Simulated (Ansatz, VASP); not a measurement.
# FeC17 in two plane-wave programs

One calculation is typed for both programs; each brings its own data sets and cutoff. How far apart do they land? The structure shown is the end of the VASP relaxation below.

Program: Ansatz 0.2.0. Level of theory: plane waves, with VASP 6.6.1 beside it; single point at PBEsol. Results are calculated unless marked as measured.

**1. The structure**

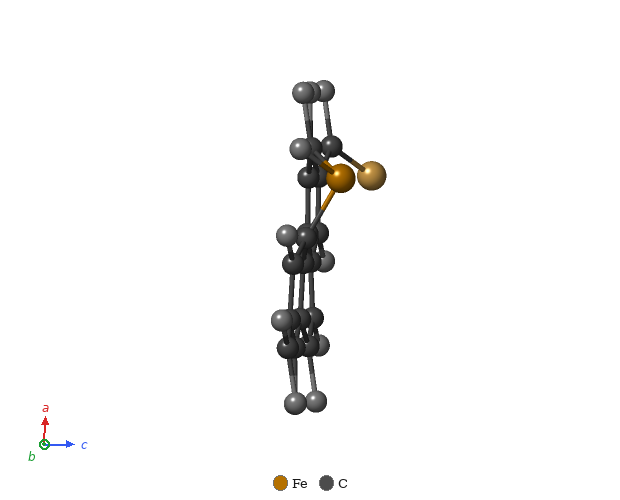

The cell as given, from the side, with the c axis across the page (iron orange, carbon dark grey). Some periodic images of atoms are drawn too.

The cell holds 18 atoms: 1 Fe and 17 C. Cell: a = 7.401 Å, b = 7.401 Å, c = 14.635 Å, α = 90.0°, β = 90.0°, γ = 120.0°. It derives from C. As first built, before any earlier steps moved the atoms: kind: modified sheet; change: sub; group: Fe;. Regions: centre, 4 atoms (1 Fe and 3 C); next shell, 9 atoms (9 C); far, 5 atoms (5 C). Vacuum lies along c.

**2. VASP: relaxation, PBEsol**

This run makes the geometry at which the two programs are then compared.

Lines of VASP's logs that name or quote its potential files are left out, and so is its time.

The input, INCAR:

```
SYSTEM = FeC17
PREC = Normal
ENCUT = 400
EDIFF = 1E-05
NELM = 100
ISMEAR = 0
SIGMA = 0.1
LREAL = Auto
ALGO = Fast
GGA = PS
NBANDS = 69
ISPIN = 2
MAGMOM = 3 0 0 0.3 0.3 0.3 0.3 0.3 0.3 0 0 0 0.3 0 0 0.3 0.3 0
LASPH = .TRUE.
LMAXMIX = 4
LORBIT = 11
LWAVE = .FALSE.
LCHARG = .FALSE.
NCORE = 8
IBRION = 2
NSW = 50
ISIF = 0
EDIFFG = -0.05
```

The input, POSCAR:

```
FeC17
1.0
    7.4010000000      0.0000000000      0.0000000000
   -3.7005000000      6.4094540134      0.0000000000
    0.0000000000      0.0000000000     14.6346472873
Fe C
1 17
Direct
    0.7772570720      0.8883278090      0.5216830400
    0.2205405750      0.1068602130      0.4824348460
    0.2245693360      0.7765641000      0.4824336250
    0.4456315410      0.8887890200      0.4823195890
    0.8898563940      0.1131519520      0.4818573640
    0.1102166870      0.8909801750      0.4818243570
    0.7757287440      0.2215165150      0.4812150070
    0.7763825090      0.5517187670      0.4812127690
    0.5509284870      0.7746471800      0.4808438070
    0.4481642610      0.2240183270      0.4807892690
    0.2178535640      0.4391989870      0.4807596010
    0.1076924110      0.5501434370      0.4806500090
    0.4479486680      0.5590788230      0.4801737110
    0.5544416150      0.4472233840      0.4800064590
    0.8868160200      0.4440775830      0.4796813790
    0.8876882140      0.7750850180      0.4796134070
    0.1060240060      0.2190940870      0.4794485360
    0.5577015700      0.1090920660      0.4783169600
```

The input, KPOINTS:

```
Automatic mesh
0
Gamma
3 3 1
0 0 0
```

PAW data sets: Fe and C (PBE family, release 64).

Started as:

```sh
$ mpirun -np 8 vasp_std
```

Numbers of over 12 decimals in the logs are rounded to 6 here.

Log:

```text
[banner, memory and clock lines left out]
running    8 mpi-ranks, on    1 nodes
 distrk:  each k-point on    8 cores,    1 groups
 distr:  one band on    8 cores,    1 groups

 POSCAR found type information on POSCAR FeC
 POSCAR found :  2 types and      18 ions
|                                                                             |
|           W    W    AA    RRRRR   N    N  II  N    N   GGGG   !!!           |
|           W    W   A  A   R    R  NN   N  II  NN   N  G    G  !!!           |
|           W    W  A    A  R    R  N N  N  II  N N  N  G       !!!           |
|           W WW W  AAAAAA  RRRRR   N  N N  II  N  N N  G  GGG   !            |
|           WW  WW  A    A  R   R   N   NN  II  N   NN  G    G                |
|           W    W  A    A  R    R  N    N  II  N    N   GGGG   !!!           |
|                                                                             |
|     For optimal performance we recommend to set                             |
|       NCORE = 2 up to number-of-cores-per-socket                            |
|     NCORE specifies how many cores store one orbital (NPAR=cpu/NCORE).      |
|     This setting can greatly improve the performance of VASP for DFT.       |
|     The default, NCORE=1 might be grossly inefficient on modern             |
|     multi-core architectures or massively parallel machines. Do your        |
|     Unfortunately you need to use the default for GW and RPA                |
|     calculations (for HF NCORE is supported but not extensively tested      |
|     yet).                                                                   |
|                                                                             |

|                                                                             |
|               ----> ADVICE to this user running VASP <----                  |
|                                                                             |
|     You enforced a specific xc type in the INCAR file but a different       |
|     [... a line on the potential file left out ...]
|     I HOPE YOU KNOW WHAT YOU ARE DOING!                                     |
|                                                                             |

 LDA part: xc-table for (Slater+PW92), standard interpolation
 POSCAR, INCAR and KPOINTS ok, starting setup
 FFT: planning ... GRIDC
 FFT: planning ... GRID_SOFT
 FFT: planning ... GRID
 WAVECAR not read
 entering main loop
       N       E                     dE             d eps       ncg     rms          rms(c)
DAV:   1     0.564164252471E+03    0.56416E+03   -0.24965E+04  1420   0.691E+02
DAV:   2    -0.842752621948E+02   -0.64844E+03   -0.59241E+03  1963   0.214E+02
DAV:   3    -0.177138680762E+03   -0.92863E+02   -0.91329E+02  1792   0.858E+01
DAV:   4    -0.181077931209E+03   -0.39393E+01   -0.39212E+01  2008   0.242E+01
DAV:   5    -0.181161554371E+03   -0.83623E-01   -0.83320E-01  2032   0.275E+00    0.458E+01
RMM:   6    -0.191769823676E+03   -0.10608E+02   -0.14282E+02  1586   0.618E+01    0.713E+01
RMM:   7    -0.169267369107E+03    0.22502E+02   -0.28614E+01  1388   0.319E+01    0.232E+01
RMM:   8    -0.160984871622E+03    0.82825E+01   -0.13393E+01  1430   0.176E+01    0.176E+01
RMM:   9    -0.160326164140E+03    0.65871E+00   -0.71664E+00  1384   0.822E+00    0.641E+00
RMM:  10    -0.161731182631E+03   -0.14050E+01   -0.26189E+00  1572   0.587E+00    0.359E+00
RMM:  11    -0.163577789994E+03   -0.18466E+01   -0.92757E-01  1433   0.306E+00    0.227E+00
RMM:  12    -0.164355048529E+03   -0.77726E+00   -0.58388E-01  1383   0.164E+00    0.147E+00
RMM:  13    -0.164472859234E+03   -0.11781E+00   -0.17890E-01  1512   0.127E+00    0.157E+00
RMM:  14    -0.164586084078E+03   -0.11322E+00   -0.66326E-02  1386   0.574E-01    0.105E+00
RMM:  15    -0.164708170069E+03   -0.12209E+00   -0.69425E-02  1393   0.500E-01    0.477E-01
RMM:  16    -0.164732604506E+03   -0.24434E-01   -0.28433E-02  1483   0.281E-01    0.243E-01
RMM:  17    -0.164736376700E+03   -0.37722E-02   -0.90467E-03  1507   0.191E-01    0.120E-01
RMM:  18    -0.164737012495E+03   -0.63580E-03   -0.12112E-03  1494   0.889E-02    0.131E-01
RMM:  19    -0.164739154707E+03   -0.21422E-02   -0.48849E-04  1395   0.554E-02    0.121E-01
RMM:  20    -0.164742351368E+03   -0.31967E-02   -0.37492E-04  1388   0.459E-02    0.104E-01
RMM:  21    -0.164744653229E+03   -0.23019E-02   -0.32366E-04  1241   0.367E-02    0.578E-02
RMM:  22    -0.164745505323E+03   -0.85209E-03   -0.12014E-04  1169   0.214E-02    0.296E-02
RMM:  23    -0.164745939262E+03   -0.43394E-03   -0.42340E-05  1162   0.160E-02    0.850E-03
[...]
RMM:   4    -0.167152935583E+03   -0.28080E-02   -0.15048E-02  1461   0.431E-01    0.298E-01
RMM:   5    -0.167153107931E+03   -0.17235E-03   -0.31682E-03  1486   0.266E-01    0.129E-01
RMM:   6    -0.167153249063E+03   -0.14113E-03   -0.14885E-03  1599   0.102E-01    0.358E-02
RMM:   7    -0.167153248752E+03    0.31022E-06   -0.12610E-04  1415   0.343E-02    0.174E-02
RMM:   8    -0.167153251927E+03   -0.31750E-05   -0.21728E-05  1089   0.166E-02
  13 F= -.16715325E+03 E0= -.16714541E+03  d E =-.573452E-01  mag=    -0.0001
[... from here on, the cycles between the ionic steps are left out ...]
  14 F= -.16716410E+03 E0= -.16715547E+03  d E =-.681926E-01  mag=    -0.0003
  15 F= -.16720183E+03 E0= -.16719251E+03  d E =-.377275E-01  mag=    -0.0025
  16 F= -.16720280E+03 E0= -.16719334E+03  d E =-.386978E-01  mag=    -0.0076
  17 F= -.16722831E+03 E0= -.16721876E+03  d E =-.255150E-01  mag=     0.0001
  18 F= -.16722839E+03 E0= -.16721884E+03  d E =-.255892E-01  mag=    -0.0008
  19 F= -.16723170E+03 E0= -.16722222E+03  d E =-.331147E-02  mag=    -0.0042
  20 F= -.16723174E+03 E0= -.16722224E+03  d E =-.335026E-02  mag=    -0.0077
  21 F= -.16723223E+03 E0= -.16722267E+03  d E =-.492819E-03  mag=     0.0003
 trial-energy change:   -0.000493  1 .order   -0.000449   -0.001674    0.000776
 step:   0.3743(harm=  0.3623)  dis= 0.00155  next Energy=  -167.232343 (dE=-0.606E-03)
 bond charge predicted
       N       E                     dE             d eps       ncg     rms          rms(c)
DAV:   1    -0.167232345083E+03   -0.12469E-03   -0.11040E-02  1568   0.383E-01    0.237E-02
RMM:   2    -0.167232350754E+03   -0.56704E-05   -0.14980E-04  1393   0.598E-02    0.282E-02
RMM:   3    -0.167232355355E+03   -0.46012E-05   -0.55302E-05  1325   0.358E-02
  22 F= -.16723236E+03 E0= -.16722287E+03  d E =-.618782E-03  mag=     0.0002
 curvature:  -0.24 expect dE=-0.122E-03 dE for cont linesearch -0.154E-05
 trial: gam= 0.21723 g(F)=  0.517E-03 g(S)=  0.000E+00 ort =-0.164E-03 (trialstep = 0.499E+00)
 search vector abs. value=  0.641E-03
 reached required accuracy - stopping structural energy minimisation
```

Parts of OUTCAR (step 2):

```text
ion  position               nearest neighbor table
   1  0.777  0.888  0.522-   5 1.55  16 1.56   9 1.57  13 2.51  17 2.52   4 2.52   6 2.52   7 2.54
                             8 2.56
   2  0.221  0.107  0.482-   6 1.38  17 1.45  10 1.46
   3  0.225  0.777  0.482-   4 1.42  12 1.45   6 1.47
   4  0.446  0.889  0.482-   9 1.41  18 1.41   3 1.42   1 2.52
   5  0.890  0.113  0.482-  17 1.39   7 1.43   1 1.55
   6  0.110  0.891  0.482-   2 1.38  16 1.43   3 1.47   1 2.52
   7  0.776  0.222  0.481-  18 1.40   5 1.43  15 1.43   1 2.54
   8  0.776  0.552  0.481-  15 1.40  14 1.42  16 1.43   1 2.56
   9  0.551  0.775  0.481-  13 1.38   4 1.41   1 1.57
  10  0.448  0.224  0.481-  14 1.43  18 1.44   2 1.46
  11  0.218  0.439  0.481-  17 1.41  12 1.42  13 1.48
  12  0.108  0.550  0.481-  15 1.42  11 1.42   3 1.45
  13  0.448  0.559  0.480-   9 1.38  14 1.40  11 1.48   1 2.51
  14  0.554  0.447  0.480-  13 1.40   8 1.42  10 1.43
  15  0.887  0.444  0.480-   8 1.40  12 1.42   7 1.43
  16  0.888  0.775  0.480-   6 1.43   8 1.43   1 1.56
  17  0.106  0.219  0.479-   5 1.39  11 1.41   2 1.45   1 2.52
  18  0.558  0.109  0.478-   7 1.40   4 1.41  10 1.44

  LATTYP: Found a hexagonal cell.
 ALAT       =     7.4010000000
 C/A-ratio  =     1.9773878243

 Subroutine GETGRP returns: Found  1 space group operations
 (whereof  1 operations were pure point group operations)

The static configuration has the point symmetry C_1 .

 Found      5 irreducible k-points:

   k-points           NKPTS =      5   k-points in BZ     NKDIM =      5   number of bands    NBANDS=     69

   dimension x,y,z NGX =    36 NGY =   36 NGZ =   72
   dimension x,y,z NGXF=    72 NGYF=   72 NGZF=  144

   ENCUT  =  400.0 eV  29.40 Ry    5.42 a.u.  12.07 12.07 23.87*2*pi/ulx,y,z

   NELECT =      76.0000    total number of electrons

 k-points in reciprocal lattice and weights: Automatic mesh
   0.00000000  0.00000000  0.00000000       0.111
   0.33333333  0.00000000  0.00000000       0.222
   0.00000000  0.33333333  0.00000000       0.222
  -0.33333333  0.33333333  0.00000000       0.222
   0.33333333  0.33333333  0.00000000       0.222

 average (electrostatic) potential at core
       1 -50.6624       2 -57.4715       3 -57.3422       4 -57.2675       5 -57.0924
       6 -57.2688       7 -57.2670       8 -57.2659       9 -57.0934      10 -57.3766
      11 -57.3427      12 -57.1524      13 -57.2675      14 -57.4697      15 -57.3428
      16 -57.0934      17 -57.2687      18 -57.4709

 E-fermi :  -1.7867

 spin component 1
 k-point     1 :       0.0000    0.0000    0.0000
  band No.  band energies     occupation
    ...
     34      -4.7069      1.00000
     35      -2.9955      1.00000
     36      -2.9952      1.00000
     37      -2.4215      1.00000
     38      -1.7868      0.50071
     39      -1.1761      0.00000
     40      -1.1734      0.00000
     41      -0.5700      0.00000
     42       0.5687      0.00000
     43       0.5717      0.00000
    ...

 k-point     2 :       0.3333    0.0000    0.0000
  band No.  band energies     occupation
    ...
     34      -4.4073      1.00000
     35      -3.7567      1.00000
     36      -3.5427      1.00000
     37      -2.3842      1.00000
     38      -2.2305      1.00000
     39      -1.6363      0.01670
     40      -0.0956      0.00000
     41      -0.0519      0.00000
     42       0.3043      0.00000
     43       0.4810      0.00000
    ...

 k-point     3 :       0.0000    0.3333    0.0000
  band No.  band energies     occupation
    ...
     34      -4.4081      1.00000
     35      -3.7563      1.00000
     36      -3.5426      1.00000
     37      -2.3845      1.00000
     38      -2.2310      1.00000
     39      -1.6367      0.01694
     40      -0.0997      0.00000
     41      -0.0497      0.00000
     42       0.3039      0.00000
     43       0.4829      0.00000
    ...

 k-point     4 :      -0.3333    0.3333    0.0000
  band No.  band energies     occupation
    ...
     34      -4.4077      1.00000
     35      -3.7566      1.00000
     36      -3.5426      1.00000
     37      -2.3837      1.00000
     38      -2.2311      1.00000
     39      -1.6362      0.01662
     40      -0.0956      0.00000
     41      -0.0522      0.00000
     42       0.3047      0.00000
     43       0.4813      0.00000
    ...

 k-point     5 :       0.3333    0.3333    0.0000
  band No.  band energies     occupation
    ...
     34      -4.0337      1.00000
     35      -3.9978      1.00000
     36      -3.5923      1.00000
     37      -2.3067      1.00000
     38      -2.1717      1.00000
     39      -1.7271      0.19979
     40      -0.6096      0.00000
     41      -0.1765      0.00000
     42       0.2022      0.00000
     43       0.2934      0.00000
    ...

 spin component 2
 k-point     1 :       0.0000    0.0000    0.0000
  band No.  band energies     occupation
    ...
     34      -4.7069      1.00000
     35      -2.9955      1.00000
     36      -2.9952      1.00000
     37      -2.4214      1.00000
     38      -1.7868      0.50039
     39      -1.1761      0.00000
     40      -1.1734      0.00000
     41      -0.5697      0.00000
     42       0.5687      0.00000
     43       0.5718      0.00000
    ...

  energy-cutoff  :      400.00
  volume of cell :      694.21
      direct lattice vectors                 reciprocal lattice vectors
     7.401000000  0.000000000  0.000000000     0.135116876  0.078009765  0.000000000
    -3.700500000  6.409454013  0.000000000     0.000000000  0.156019530  0.000000000
     0.000000000  0.000000000 14.634647287     0.000000000  0.000000000  0.068330994

 POSITION                                       TOTAL-FORCE (eV/Angst)
 -----------------------------------------------------------------------------------
      2.46538      5.69053      8.08733         0.001143     -0.011733     -0.021070
      1.23447      0.70584      6.98192        -0.007238      0.007794     -0.023691
     -1.23536      4.97447      6.92083        -0.011278      0.008076      0.001395
     -0.01656      5.68940      7.00518         0.026408      0.001079     -0.016757
      6.16568      0.78592      7.20344         0.019345     -0.006059     -0.003540
     -2.45492      5.68905      7.00123        -0.011911     -0.000747      0.020387
      4.92508      1.42981      7.00463         0.001906     -0.007282     -0.011145
      3.70585      3.54120      7.00004        -0.016980      0.018736      0.009440
      1.16255      4.93822      7.20218         0.011383     -0.003179      0.006576
      2.46527      1.41648      6.92488        -0.000882      0.004628      0.009537
     -0.00327      2.84355      6.92193        -0.033897     -0.026734     -0.024045
     -1.23489      3.55327      6.91207        -0.015205      0.002106      0.020443
      1.22496      3.54181      7.00103         0.011631      0.018252      0.012584
      2.46524      2.83787      6.97864         0.000008      0.002075      0.008147
      4.93425      2.84291      6.92005         0.032994      0.000436      0.002971
      3.76708      4.93767      7.20110         0.011726      0.010514     -0.008635
      0.00548      1.43002      7.00250        -0.004806     -0.016078      0.019937
      3.69610      0.70612      6.98312        -0.014346     -0.001886     -0.002532
 -----------------------------------------------------------------------------------
    total drift:                               -0.008285     -0.015312     -0.038037

  FREE ENERGIE OF THE ION-ELECTRON SYSTEM (eV)
  ---------------------------------------------------
  free  energy   TOTEN  =      -167.2323553551 eV

  energy  without entropy=     -167.2133814947  energy(sigma->0) =     -167.22286842

 reached required accuracy - stopping structural energy minimisation

 total charge
# of ion       s       p       d       tot
------------------------------------------
    1        0.635   0.509   6.878   8.022
    2        0.864   1.773   0.000   2.637
    3        0.867   1.789   0.000   2.656
    4        0.864   1.798   0.000   2.662
    5        0.882   1.710   0.000   2.592
    6        0.864   1.797   0.000   2.662
    7        0.864   1.798   0.000   2.662
    8        0.864   1.798   0.000   2.662
    9        0.882   1.710   0.000   2.592
   10        0.862   1.793   0.000   2.655
   11        0.867   1.789   0.000   2.656
   12        0.859   1.803   0.000   2.662
   13        0.864   1.798   0.000   2.662
   14        0.864   1.774   0.000   2.638
   15        0.867   1.789   0.000   2.656
   16        0.882   1.710   0.000   2.592
   17        0.864   1.797   0.000   2.661
   18        0.864   1.773   0.000   2.638
--------------------------------------------------
tot         15.381  30.708   6.878  52.966

 magnetization (x)
# of ion       s       p       d       tot
------------------------------------------
    1        0.000   0.000   0.000   0.000
    2       -0.000  -0.000   0.000  -0.000
    3       -0.000  -0.000   0.000  -0.000
    4        0.000   0.000   0.000   0.000
    5       -0.000   0.000   0.000   0.000
    6        0.000   0.000   0.000   0.000
    7        0.000   0.000   0.000   0.000
    8        0.000   0.000   0.000   0.000
    9       -0.000   0.000   0.000  -0.000
   10        0.000   0.000   0.000   0.000
   11       -0.000  -0.000   0.000  -0.000
   12        0.000  -0.000   0.000   0.000
   13        0.000   0.000   0.000   0.000
   14       -0.000  -0.000   0.000  -0.000
   15       -0.000  -0.000   0.000  -0.000
   16       -0.000   0.000   0.000  -0.000
   17        0.000   0.000   0.000   0.000
   18       -0.000  -0.000   0.000  -0.000
--------------------------------------------------
tot          0.000   0.000   0.000   0.000

[... 4 further parts left out ...]
```

(Continued in part 2 of 2.)

[Lines on the potential files, build, host, timing and source positions are cut from VASP's logs without a mark.]

[Logs are printed without paths, hosts, clocks, repeated set-up lines and the standing remarks that a program may print on its own settings, such as how far it seeks lower states.]

[Hosts, paths, dates, database ids (printed as entryN), source tags and the programs' standing remarks are cut or masked in the printed files.]
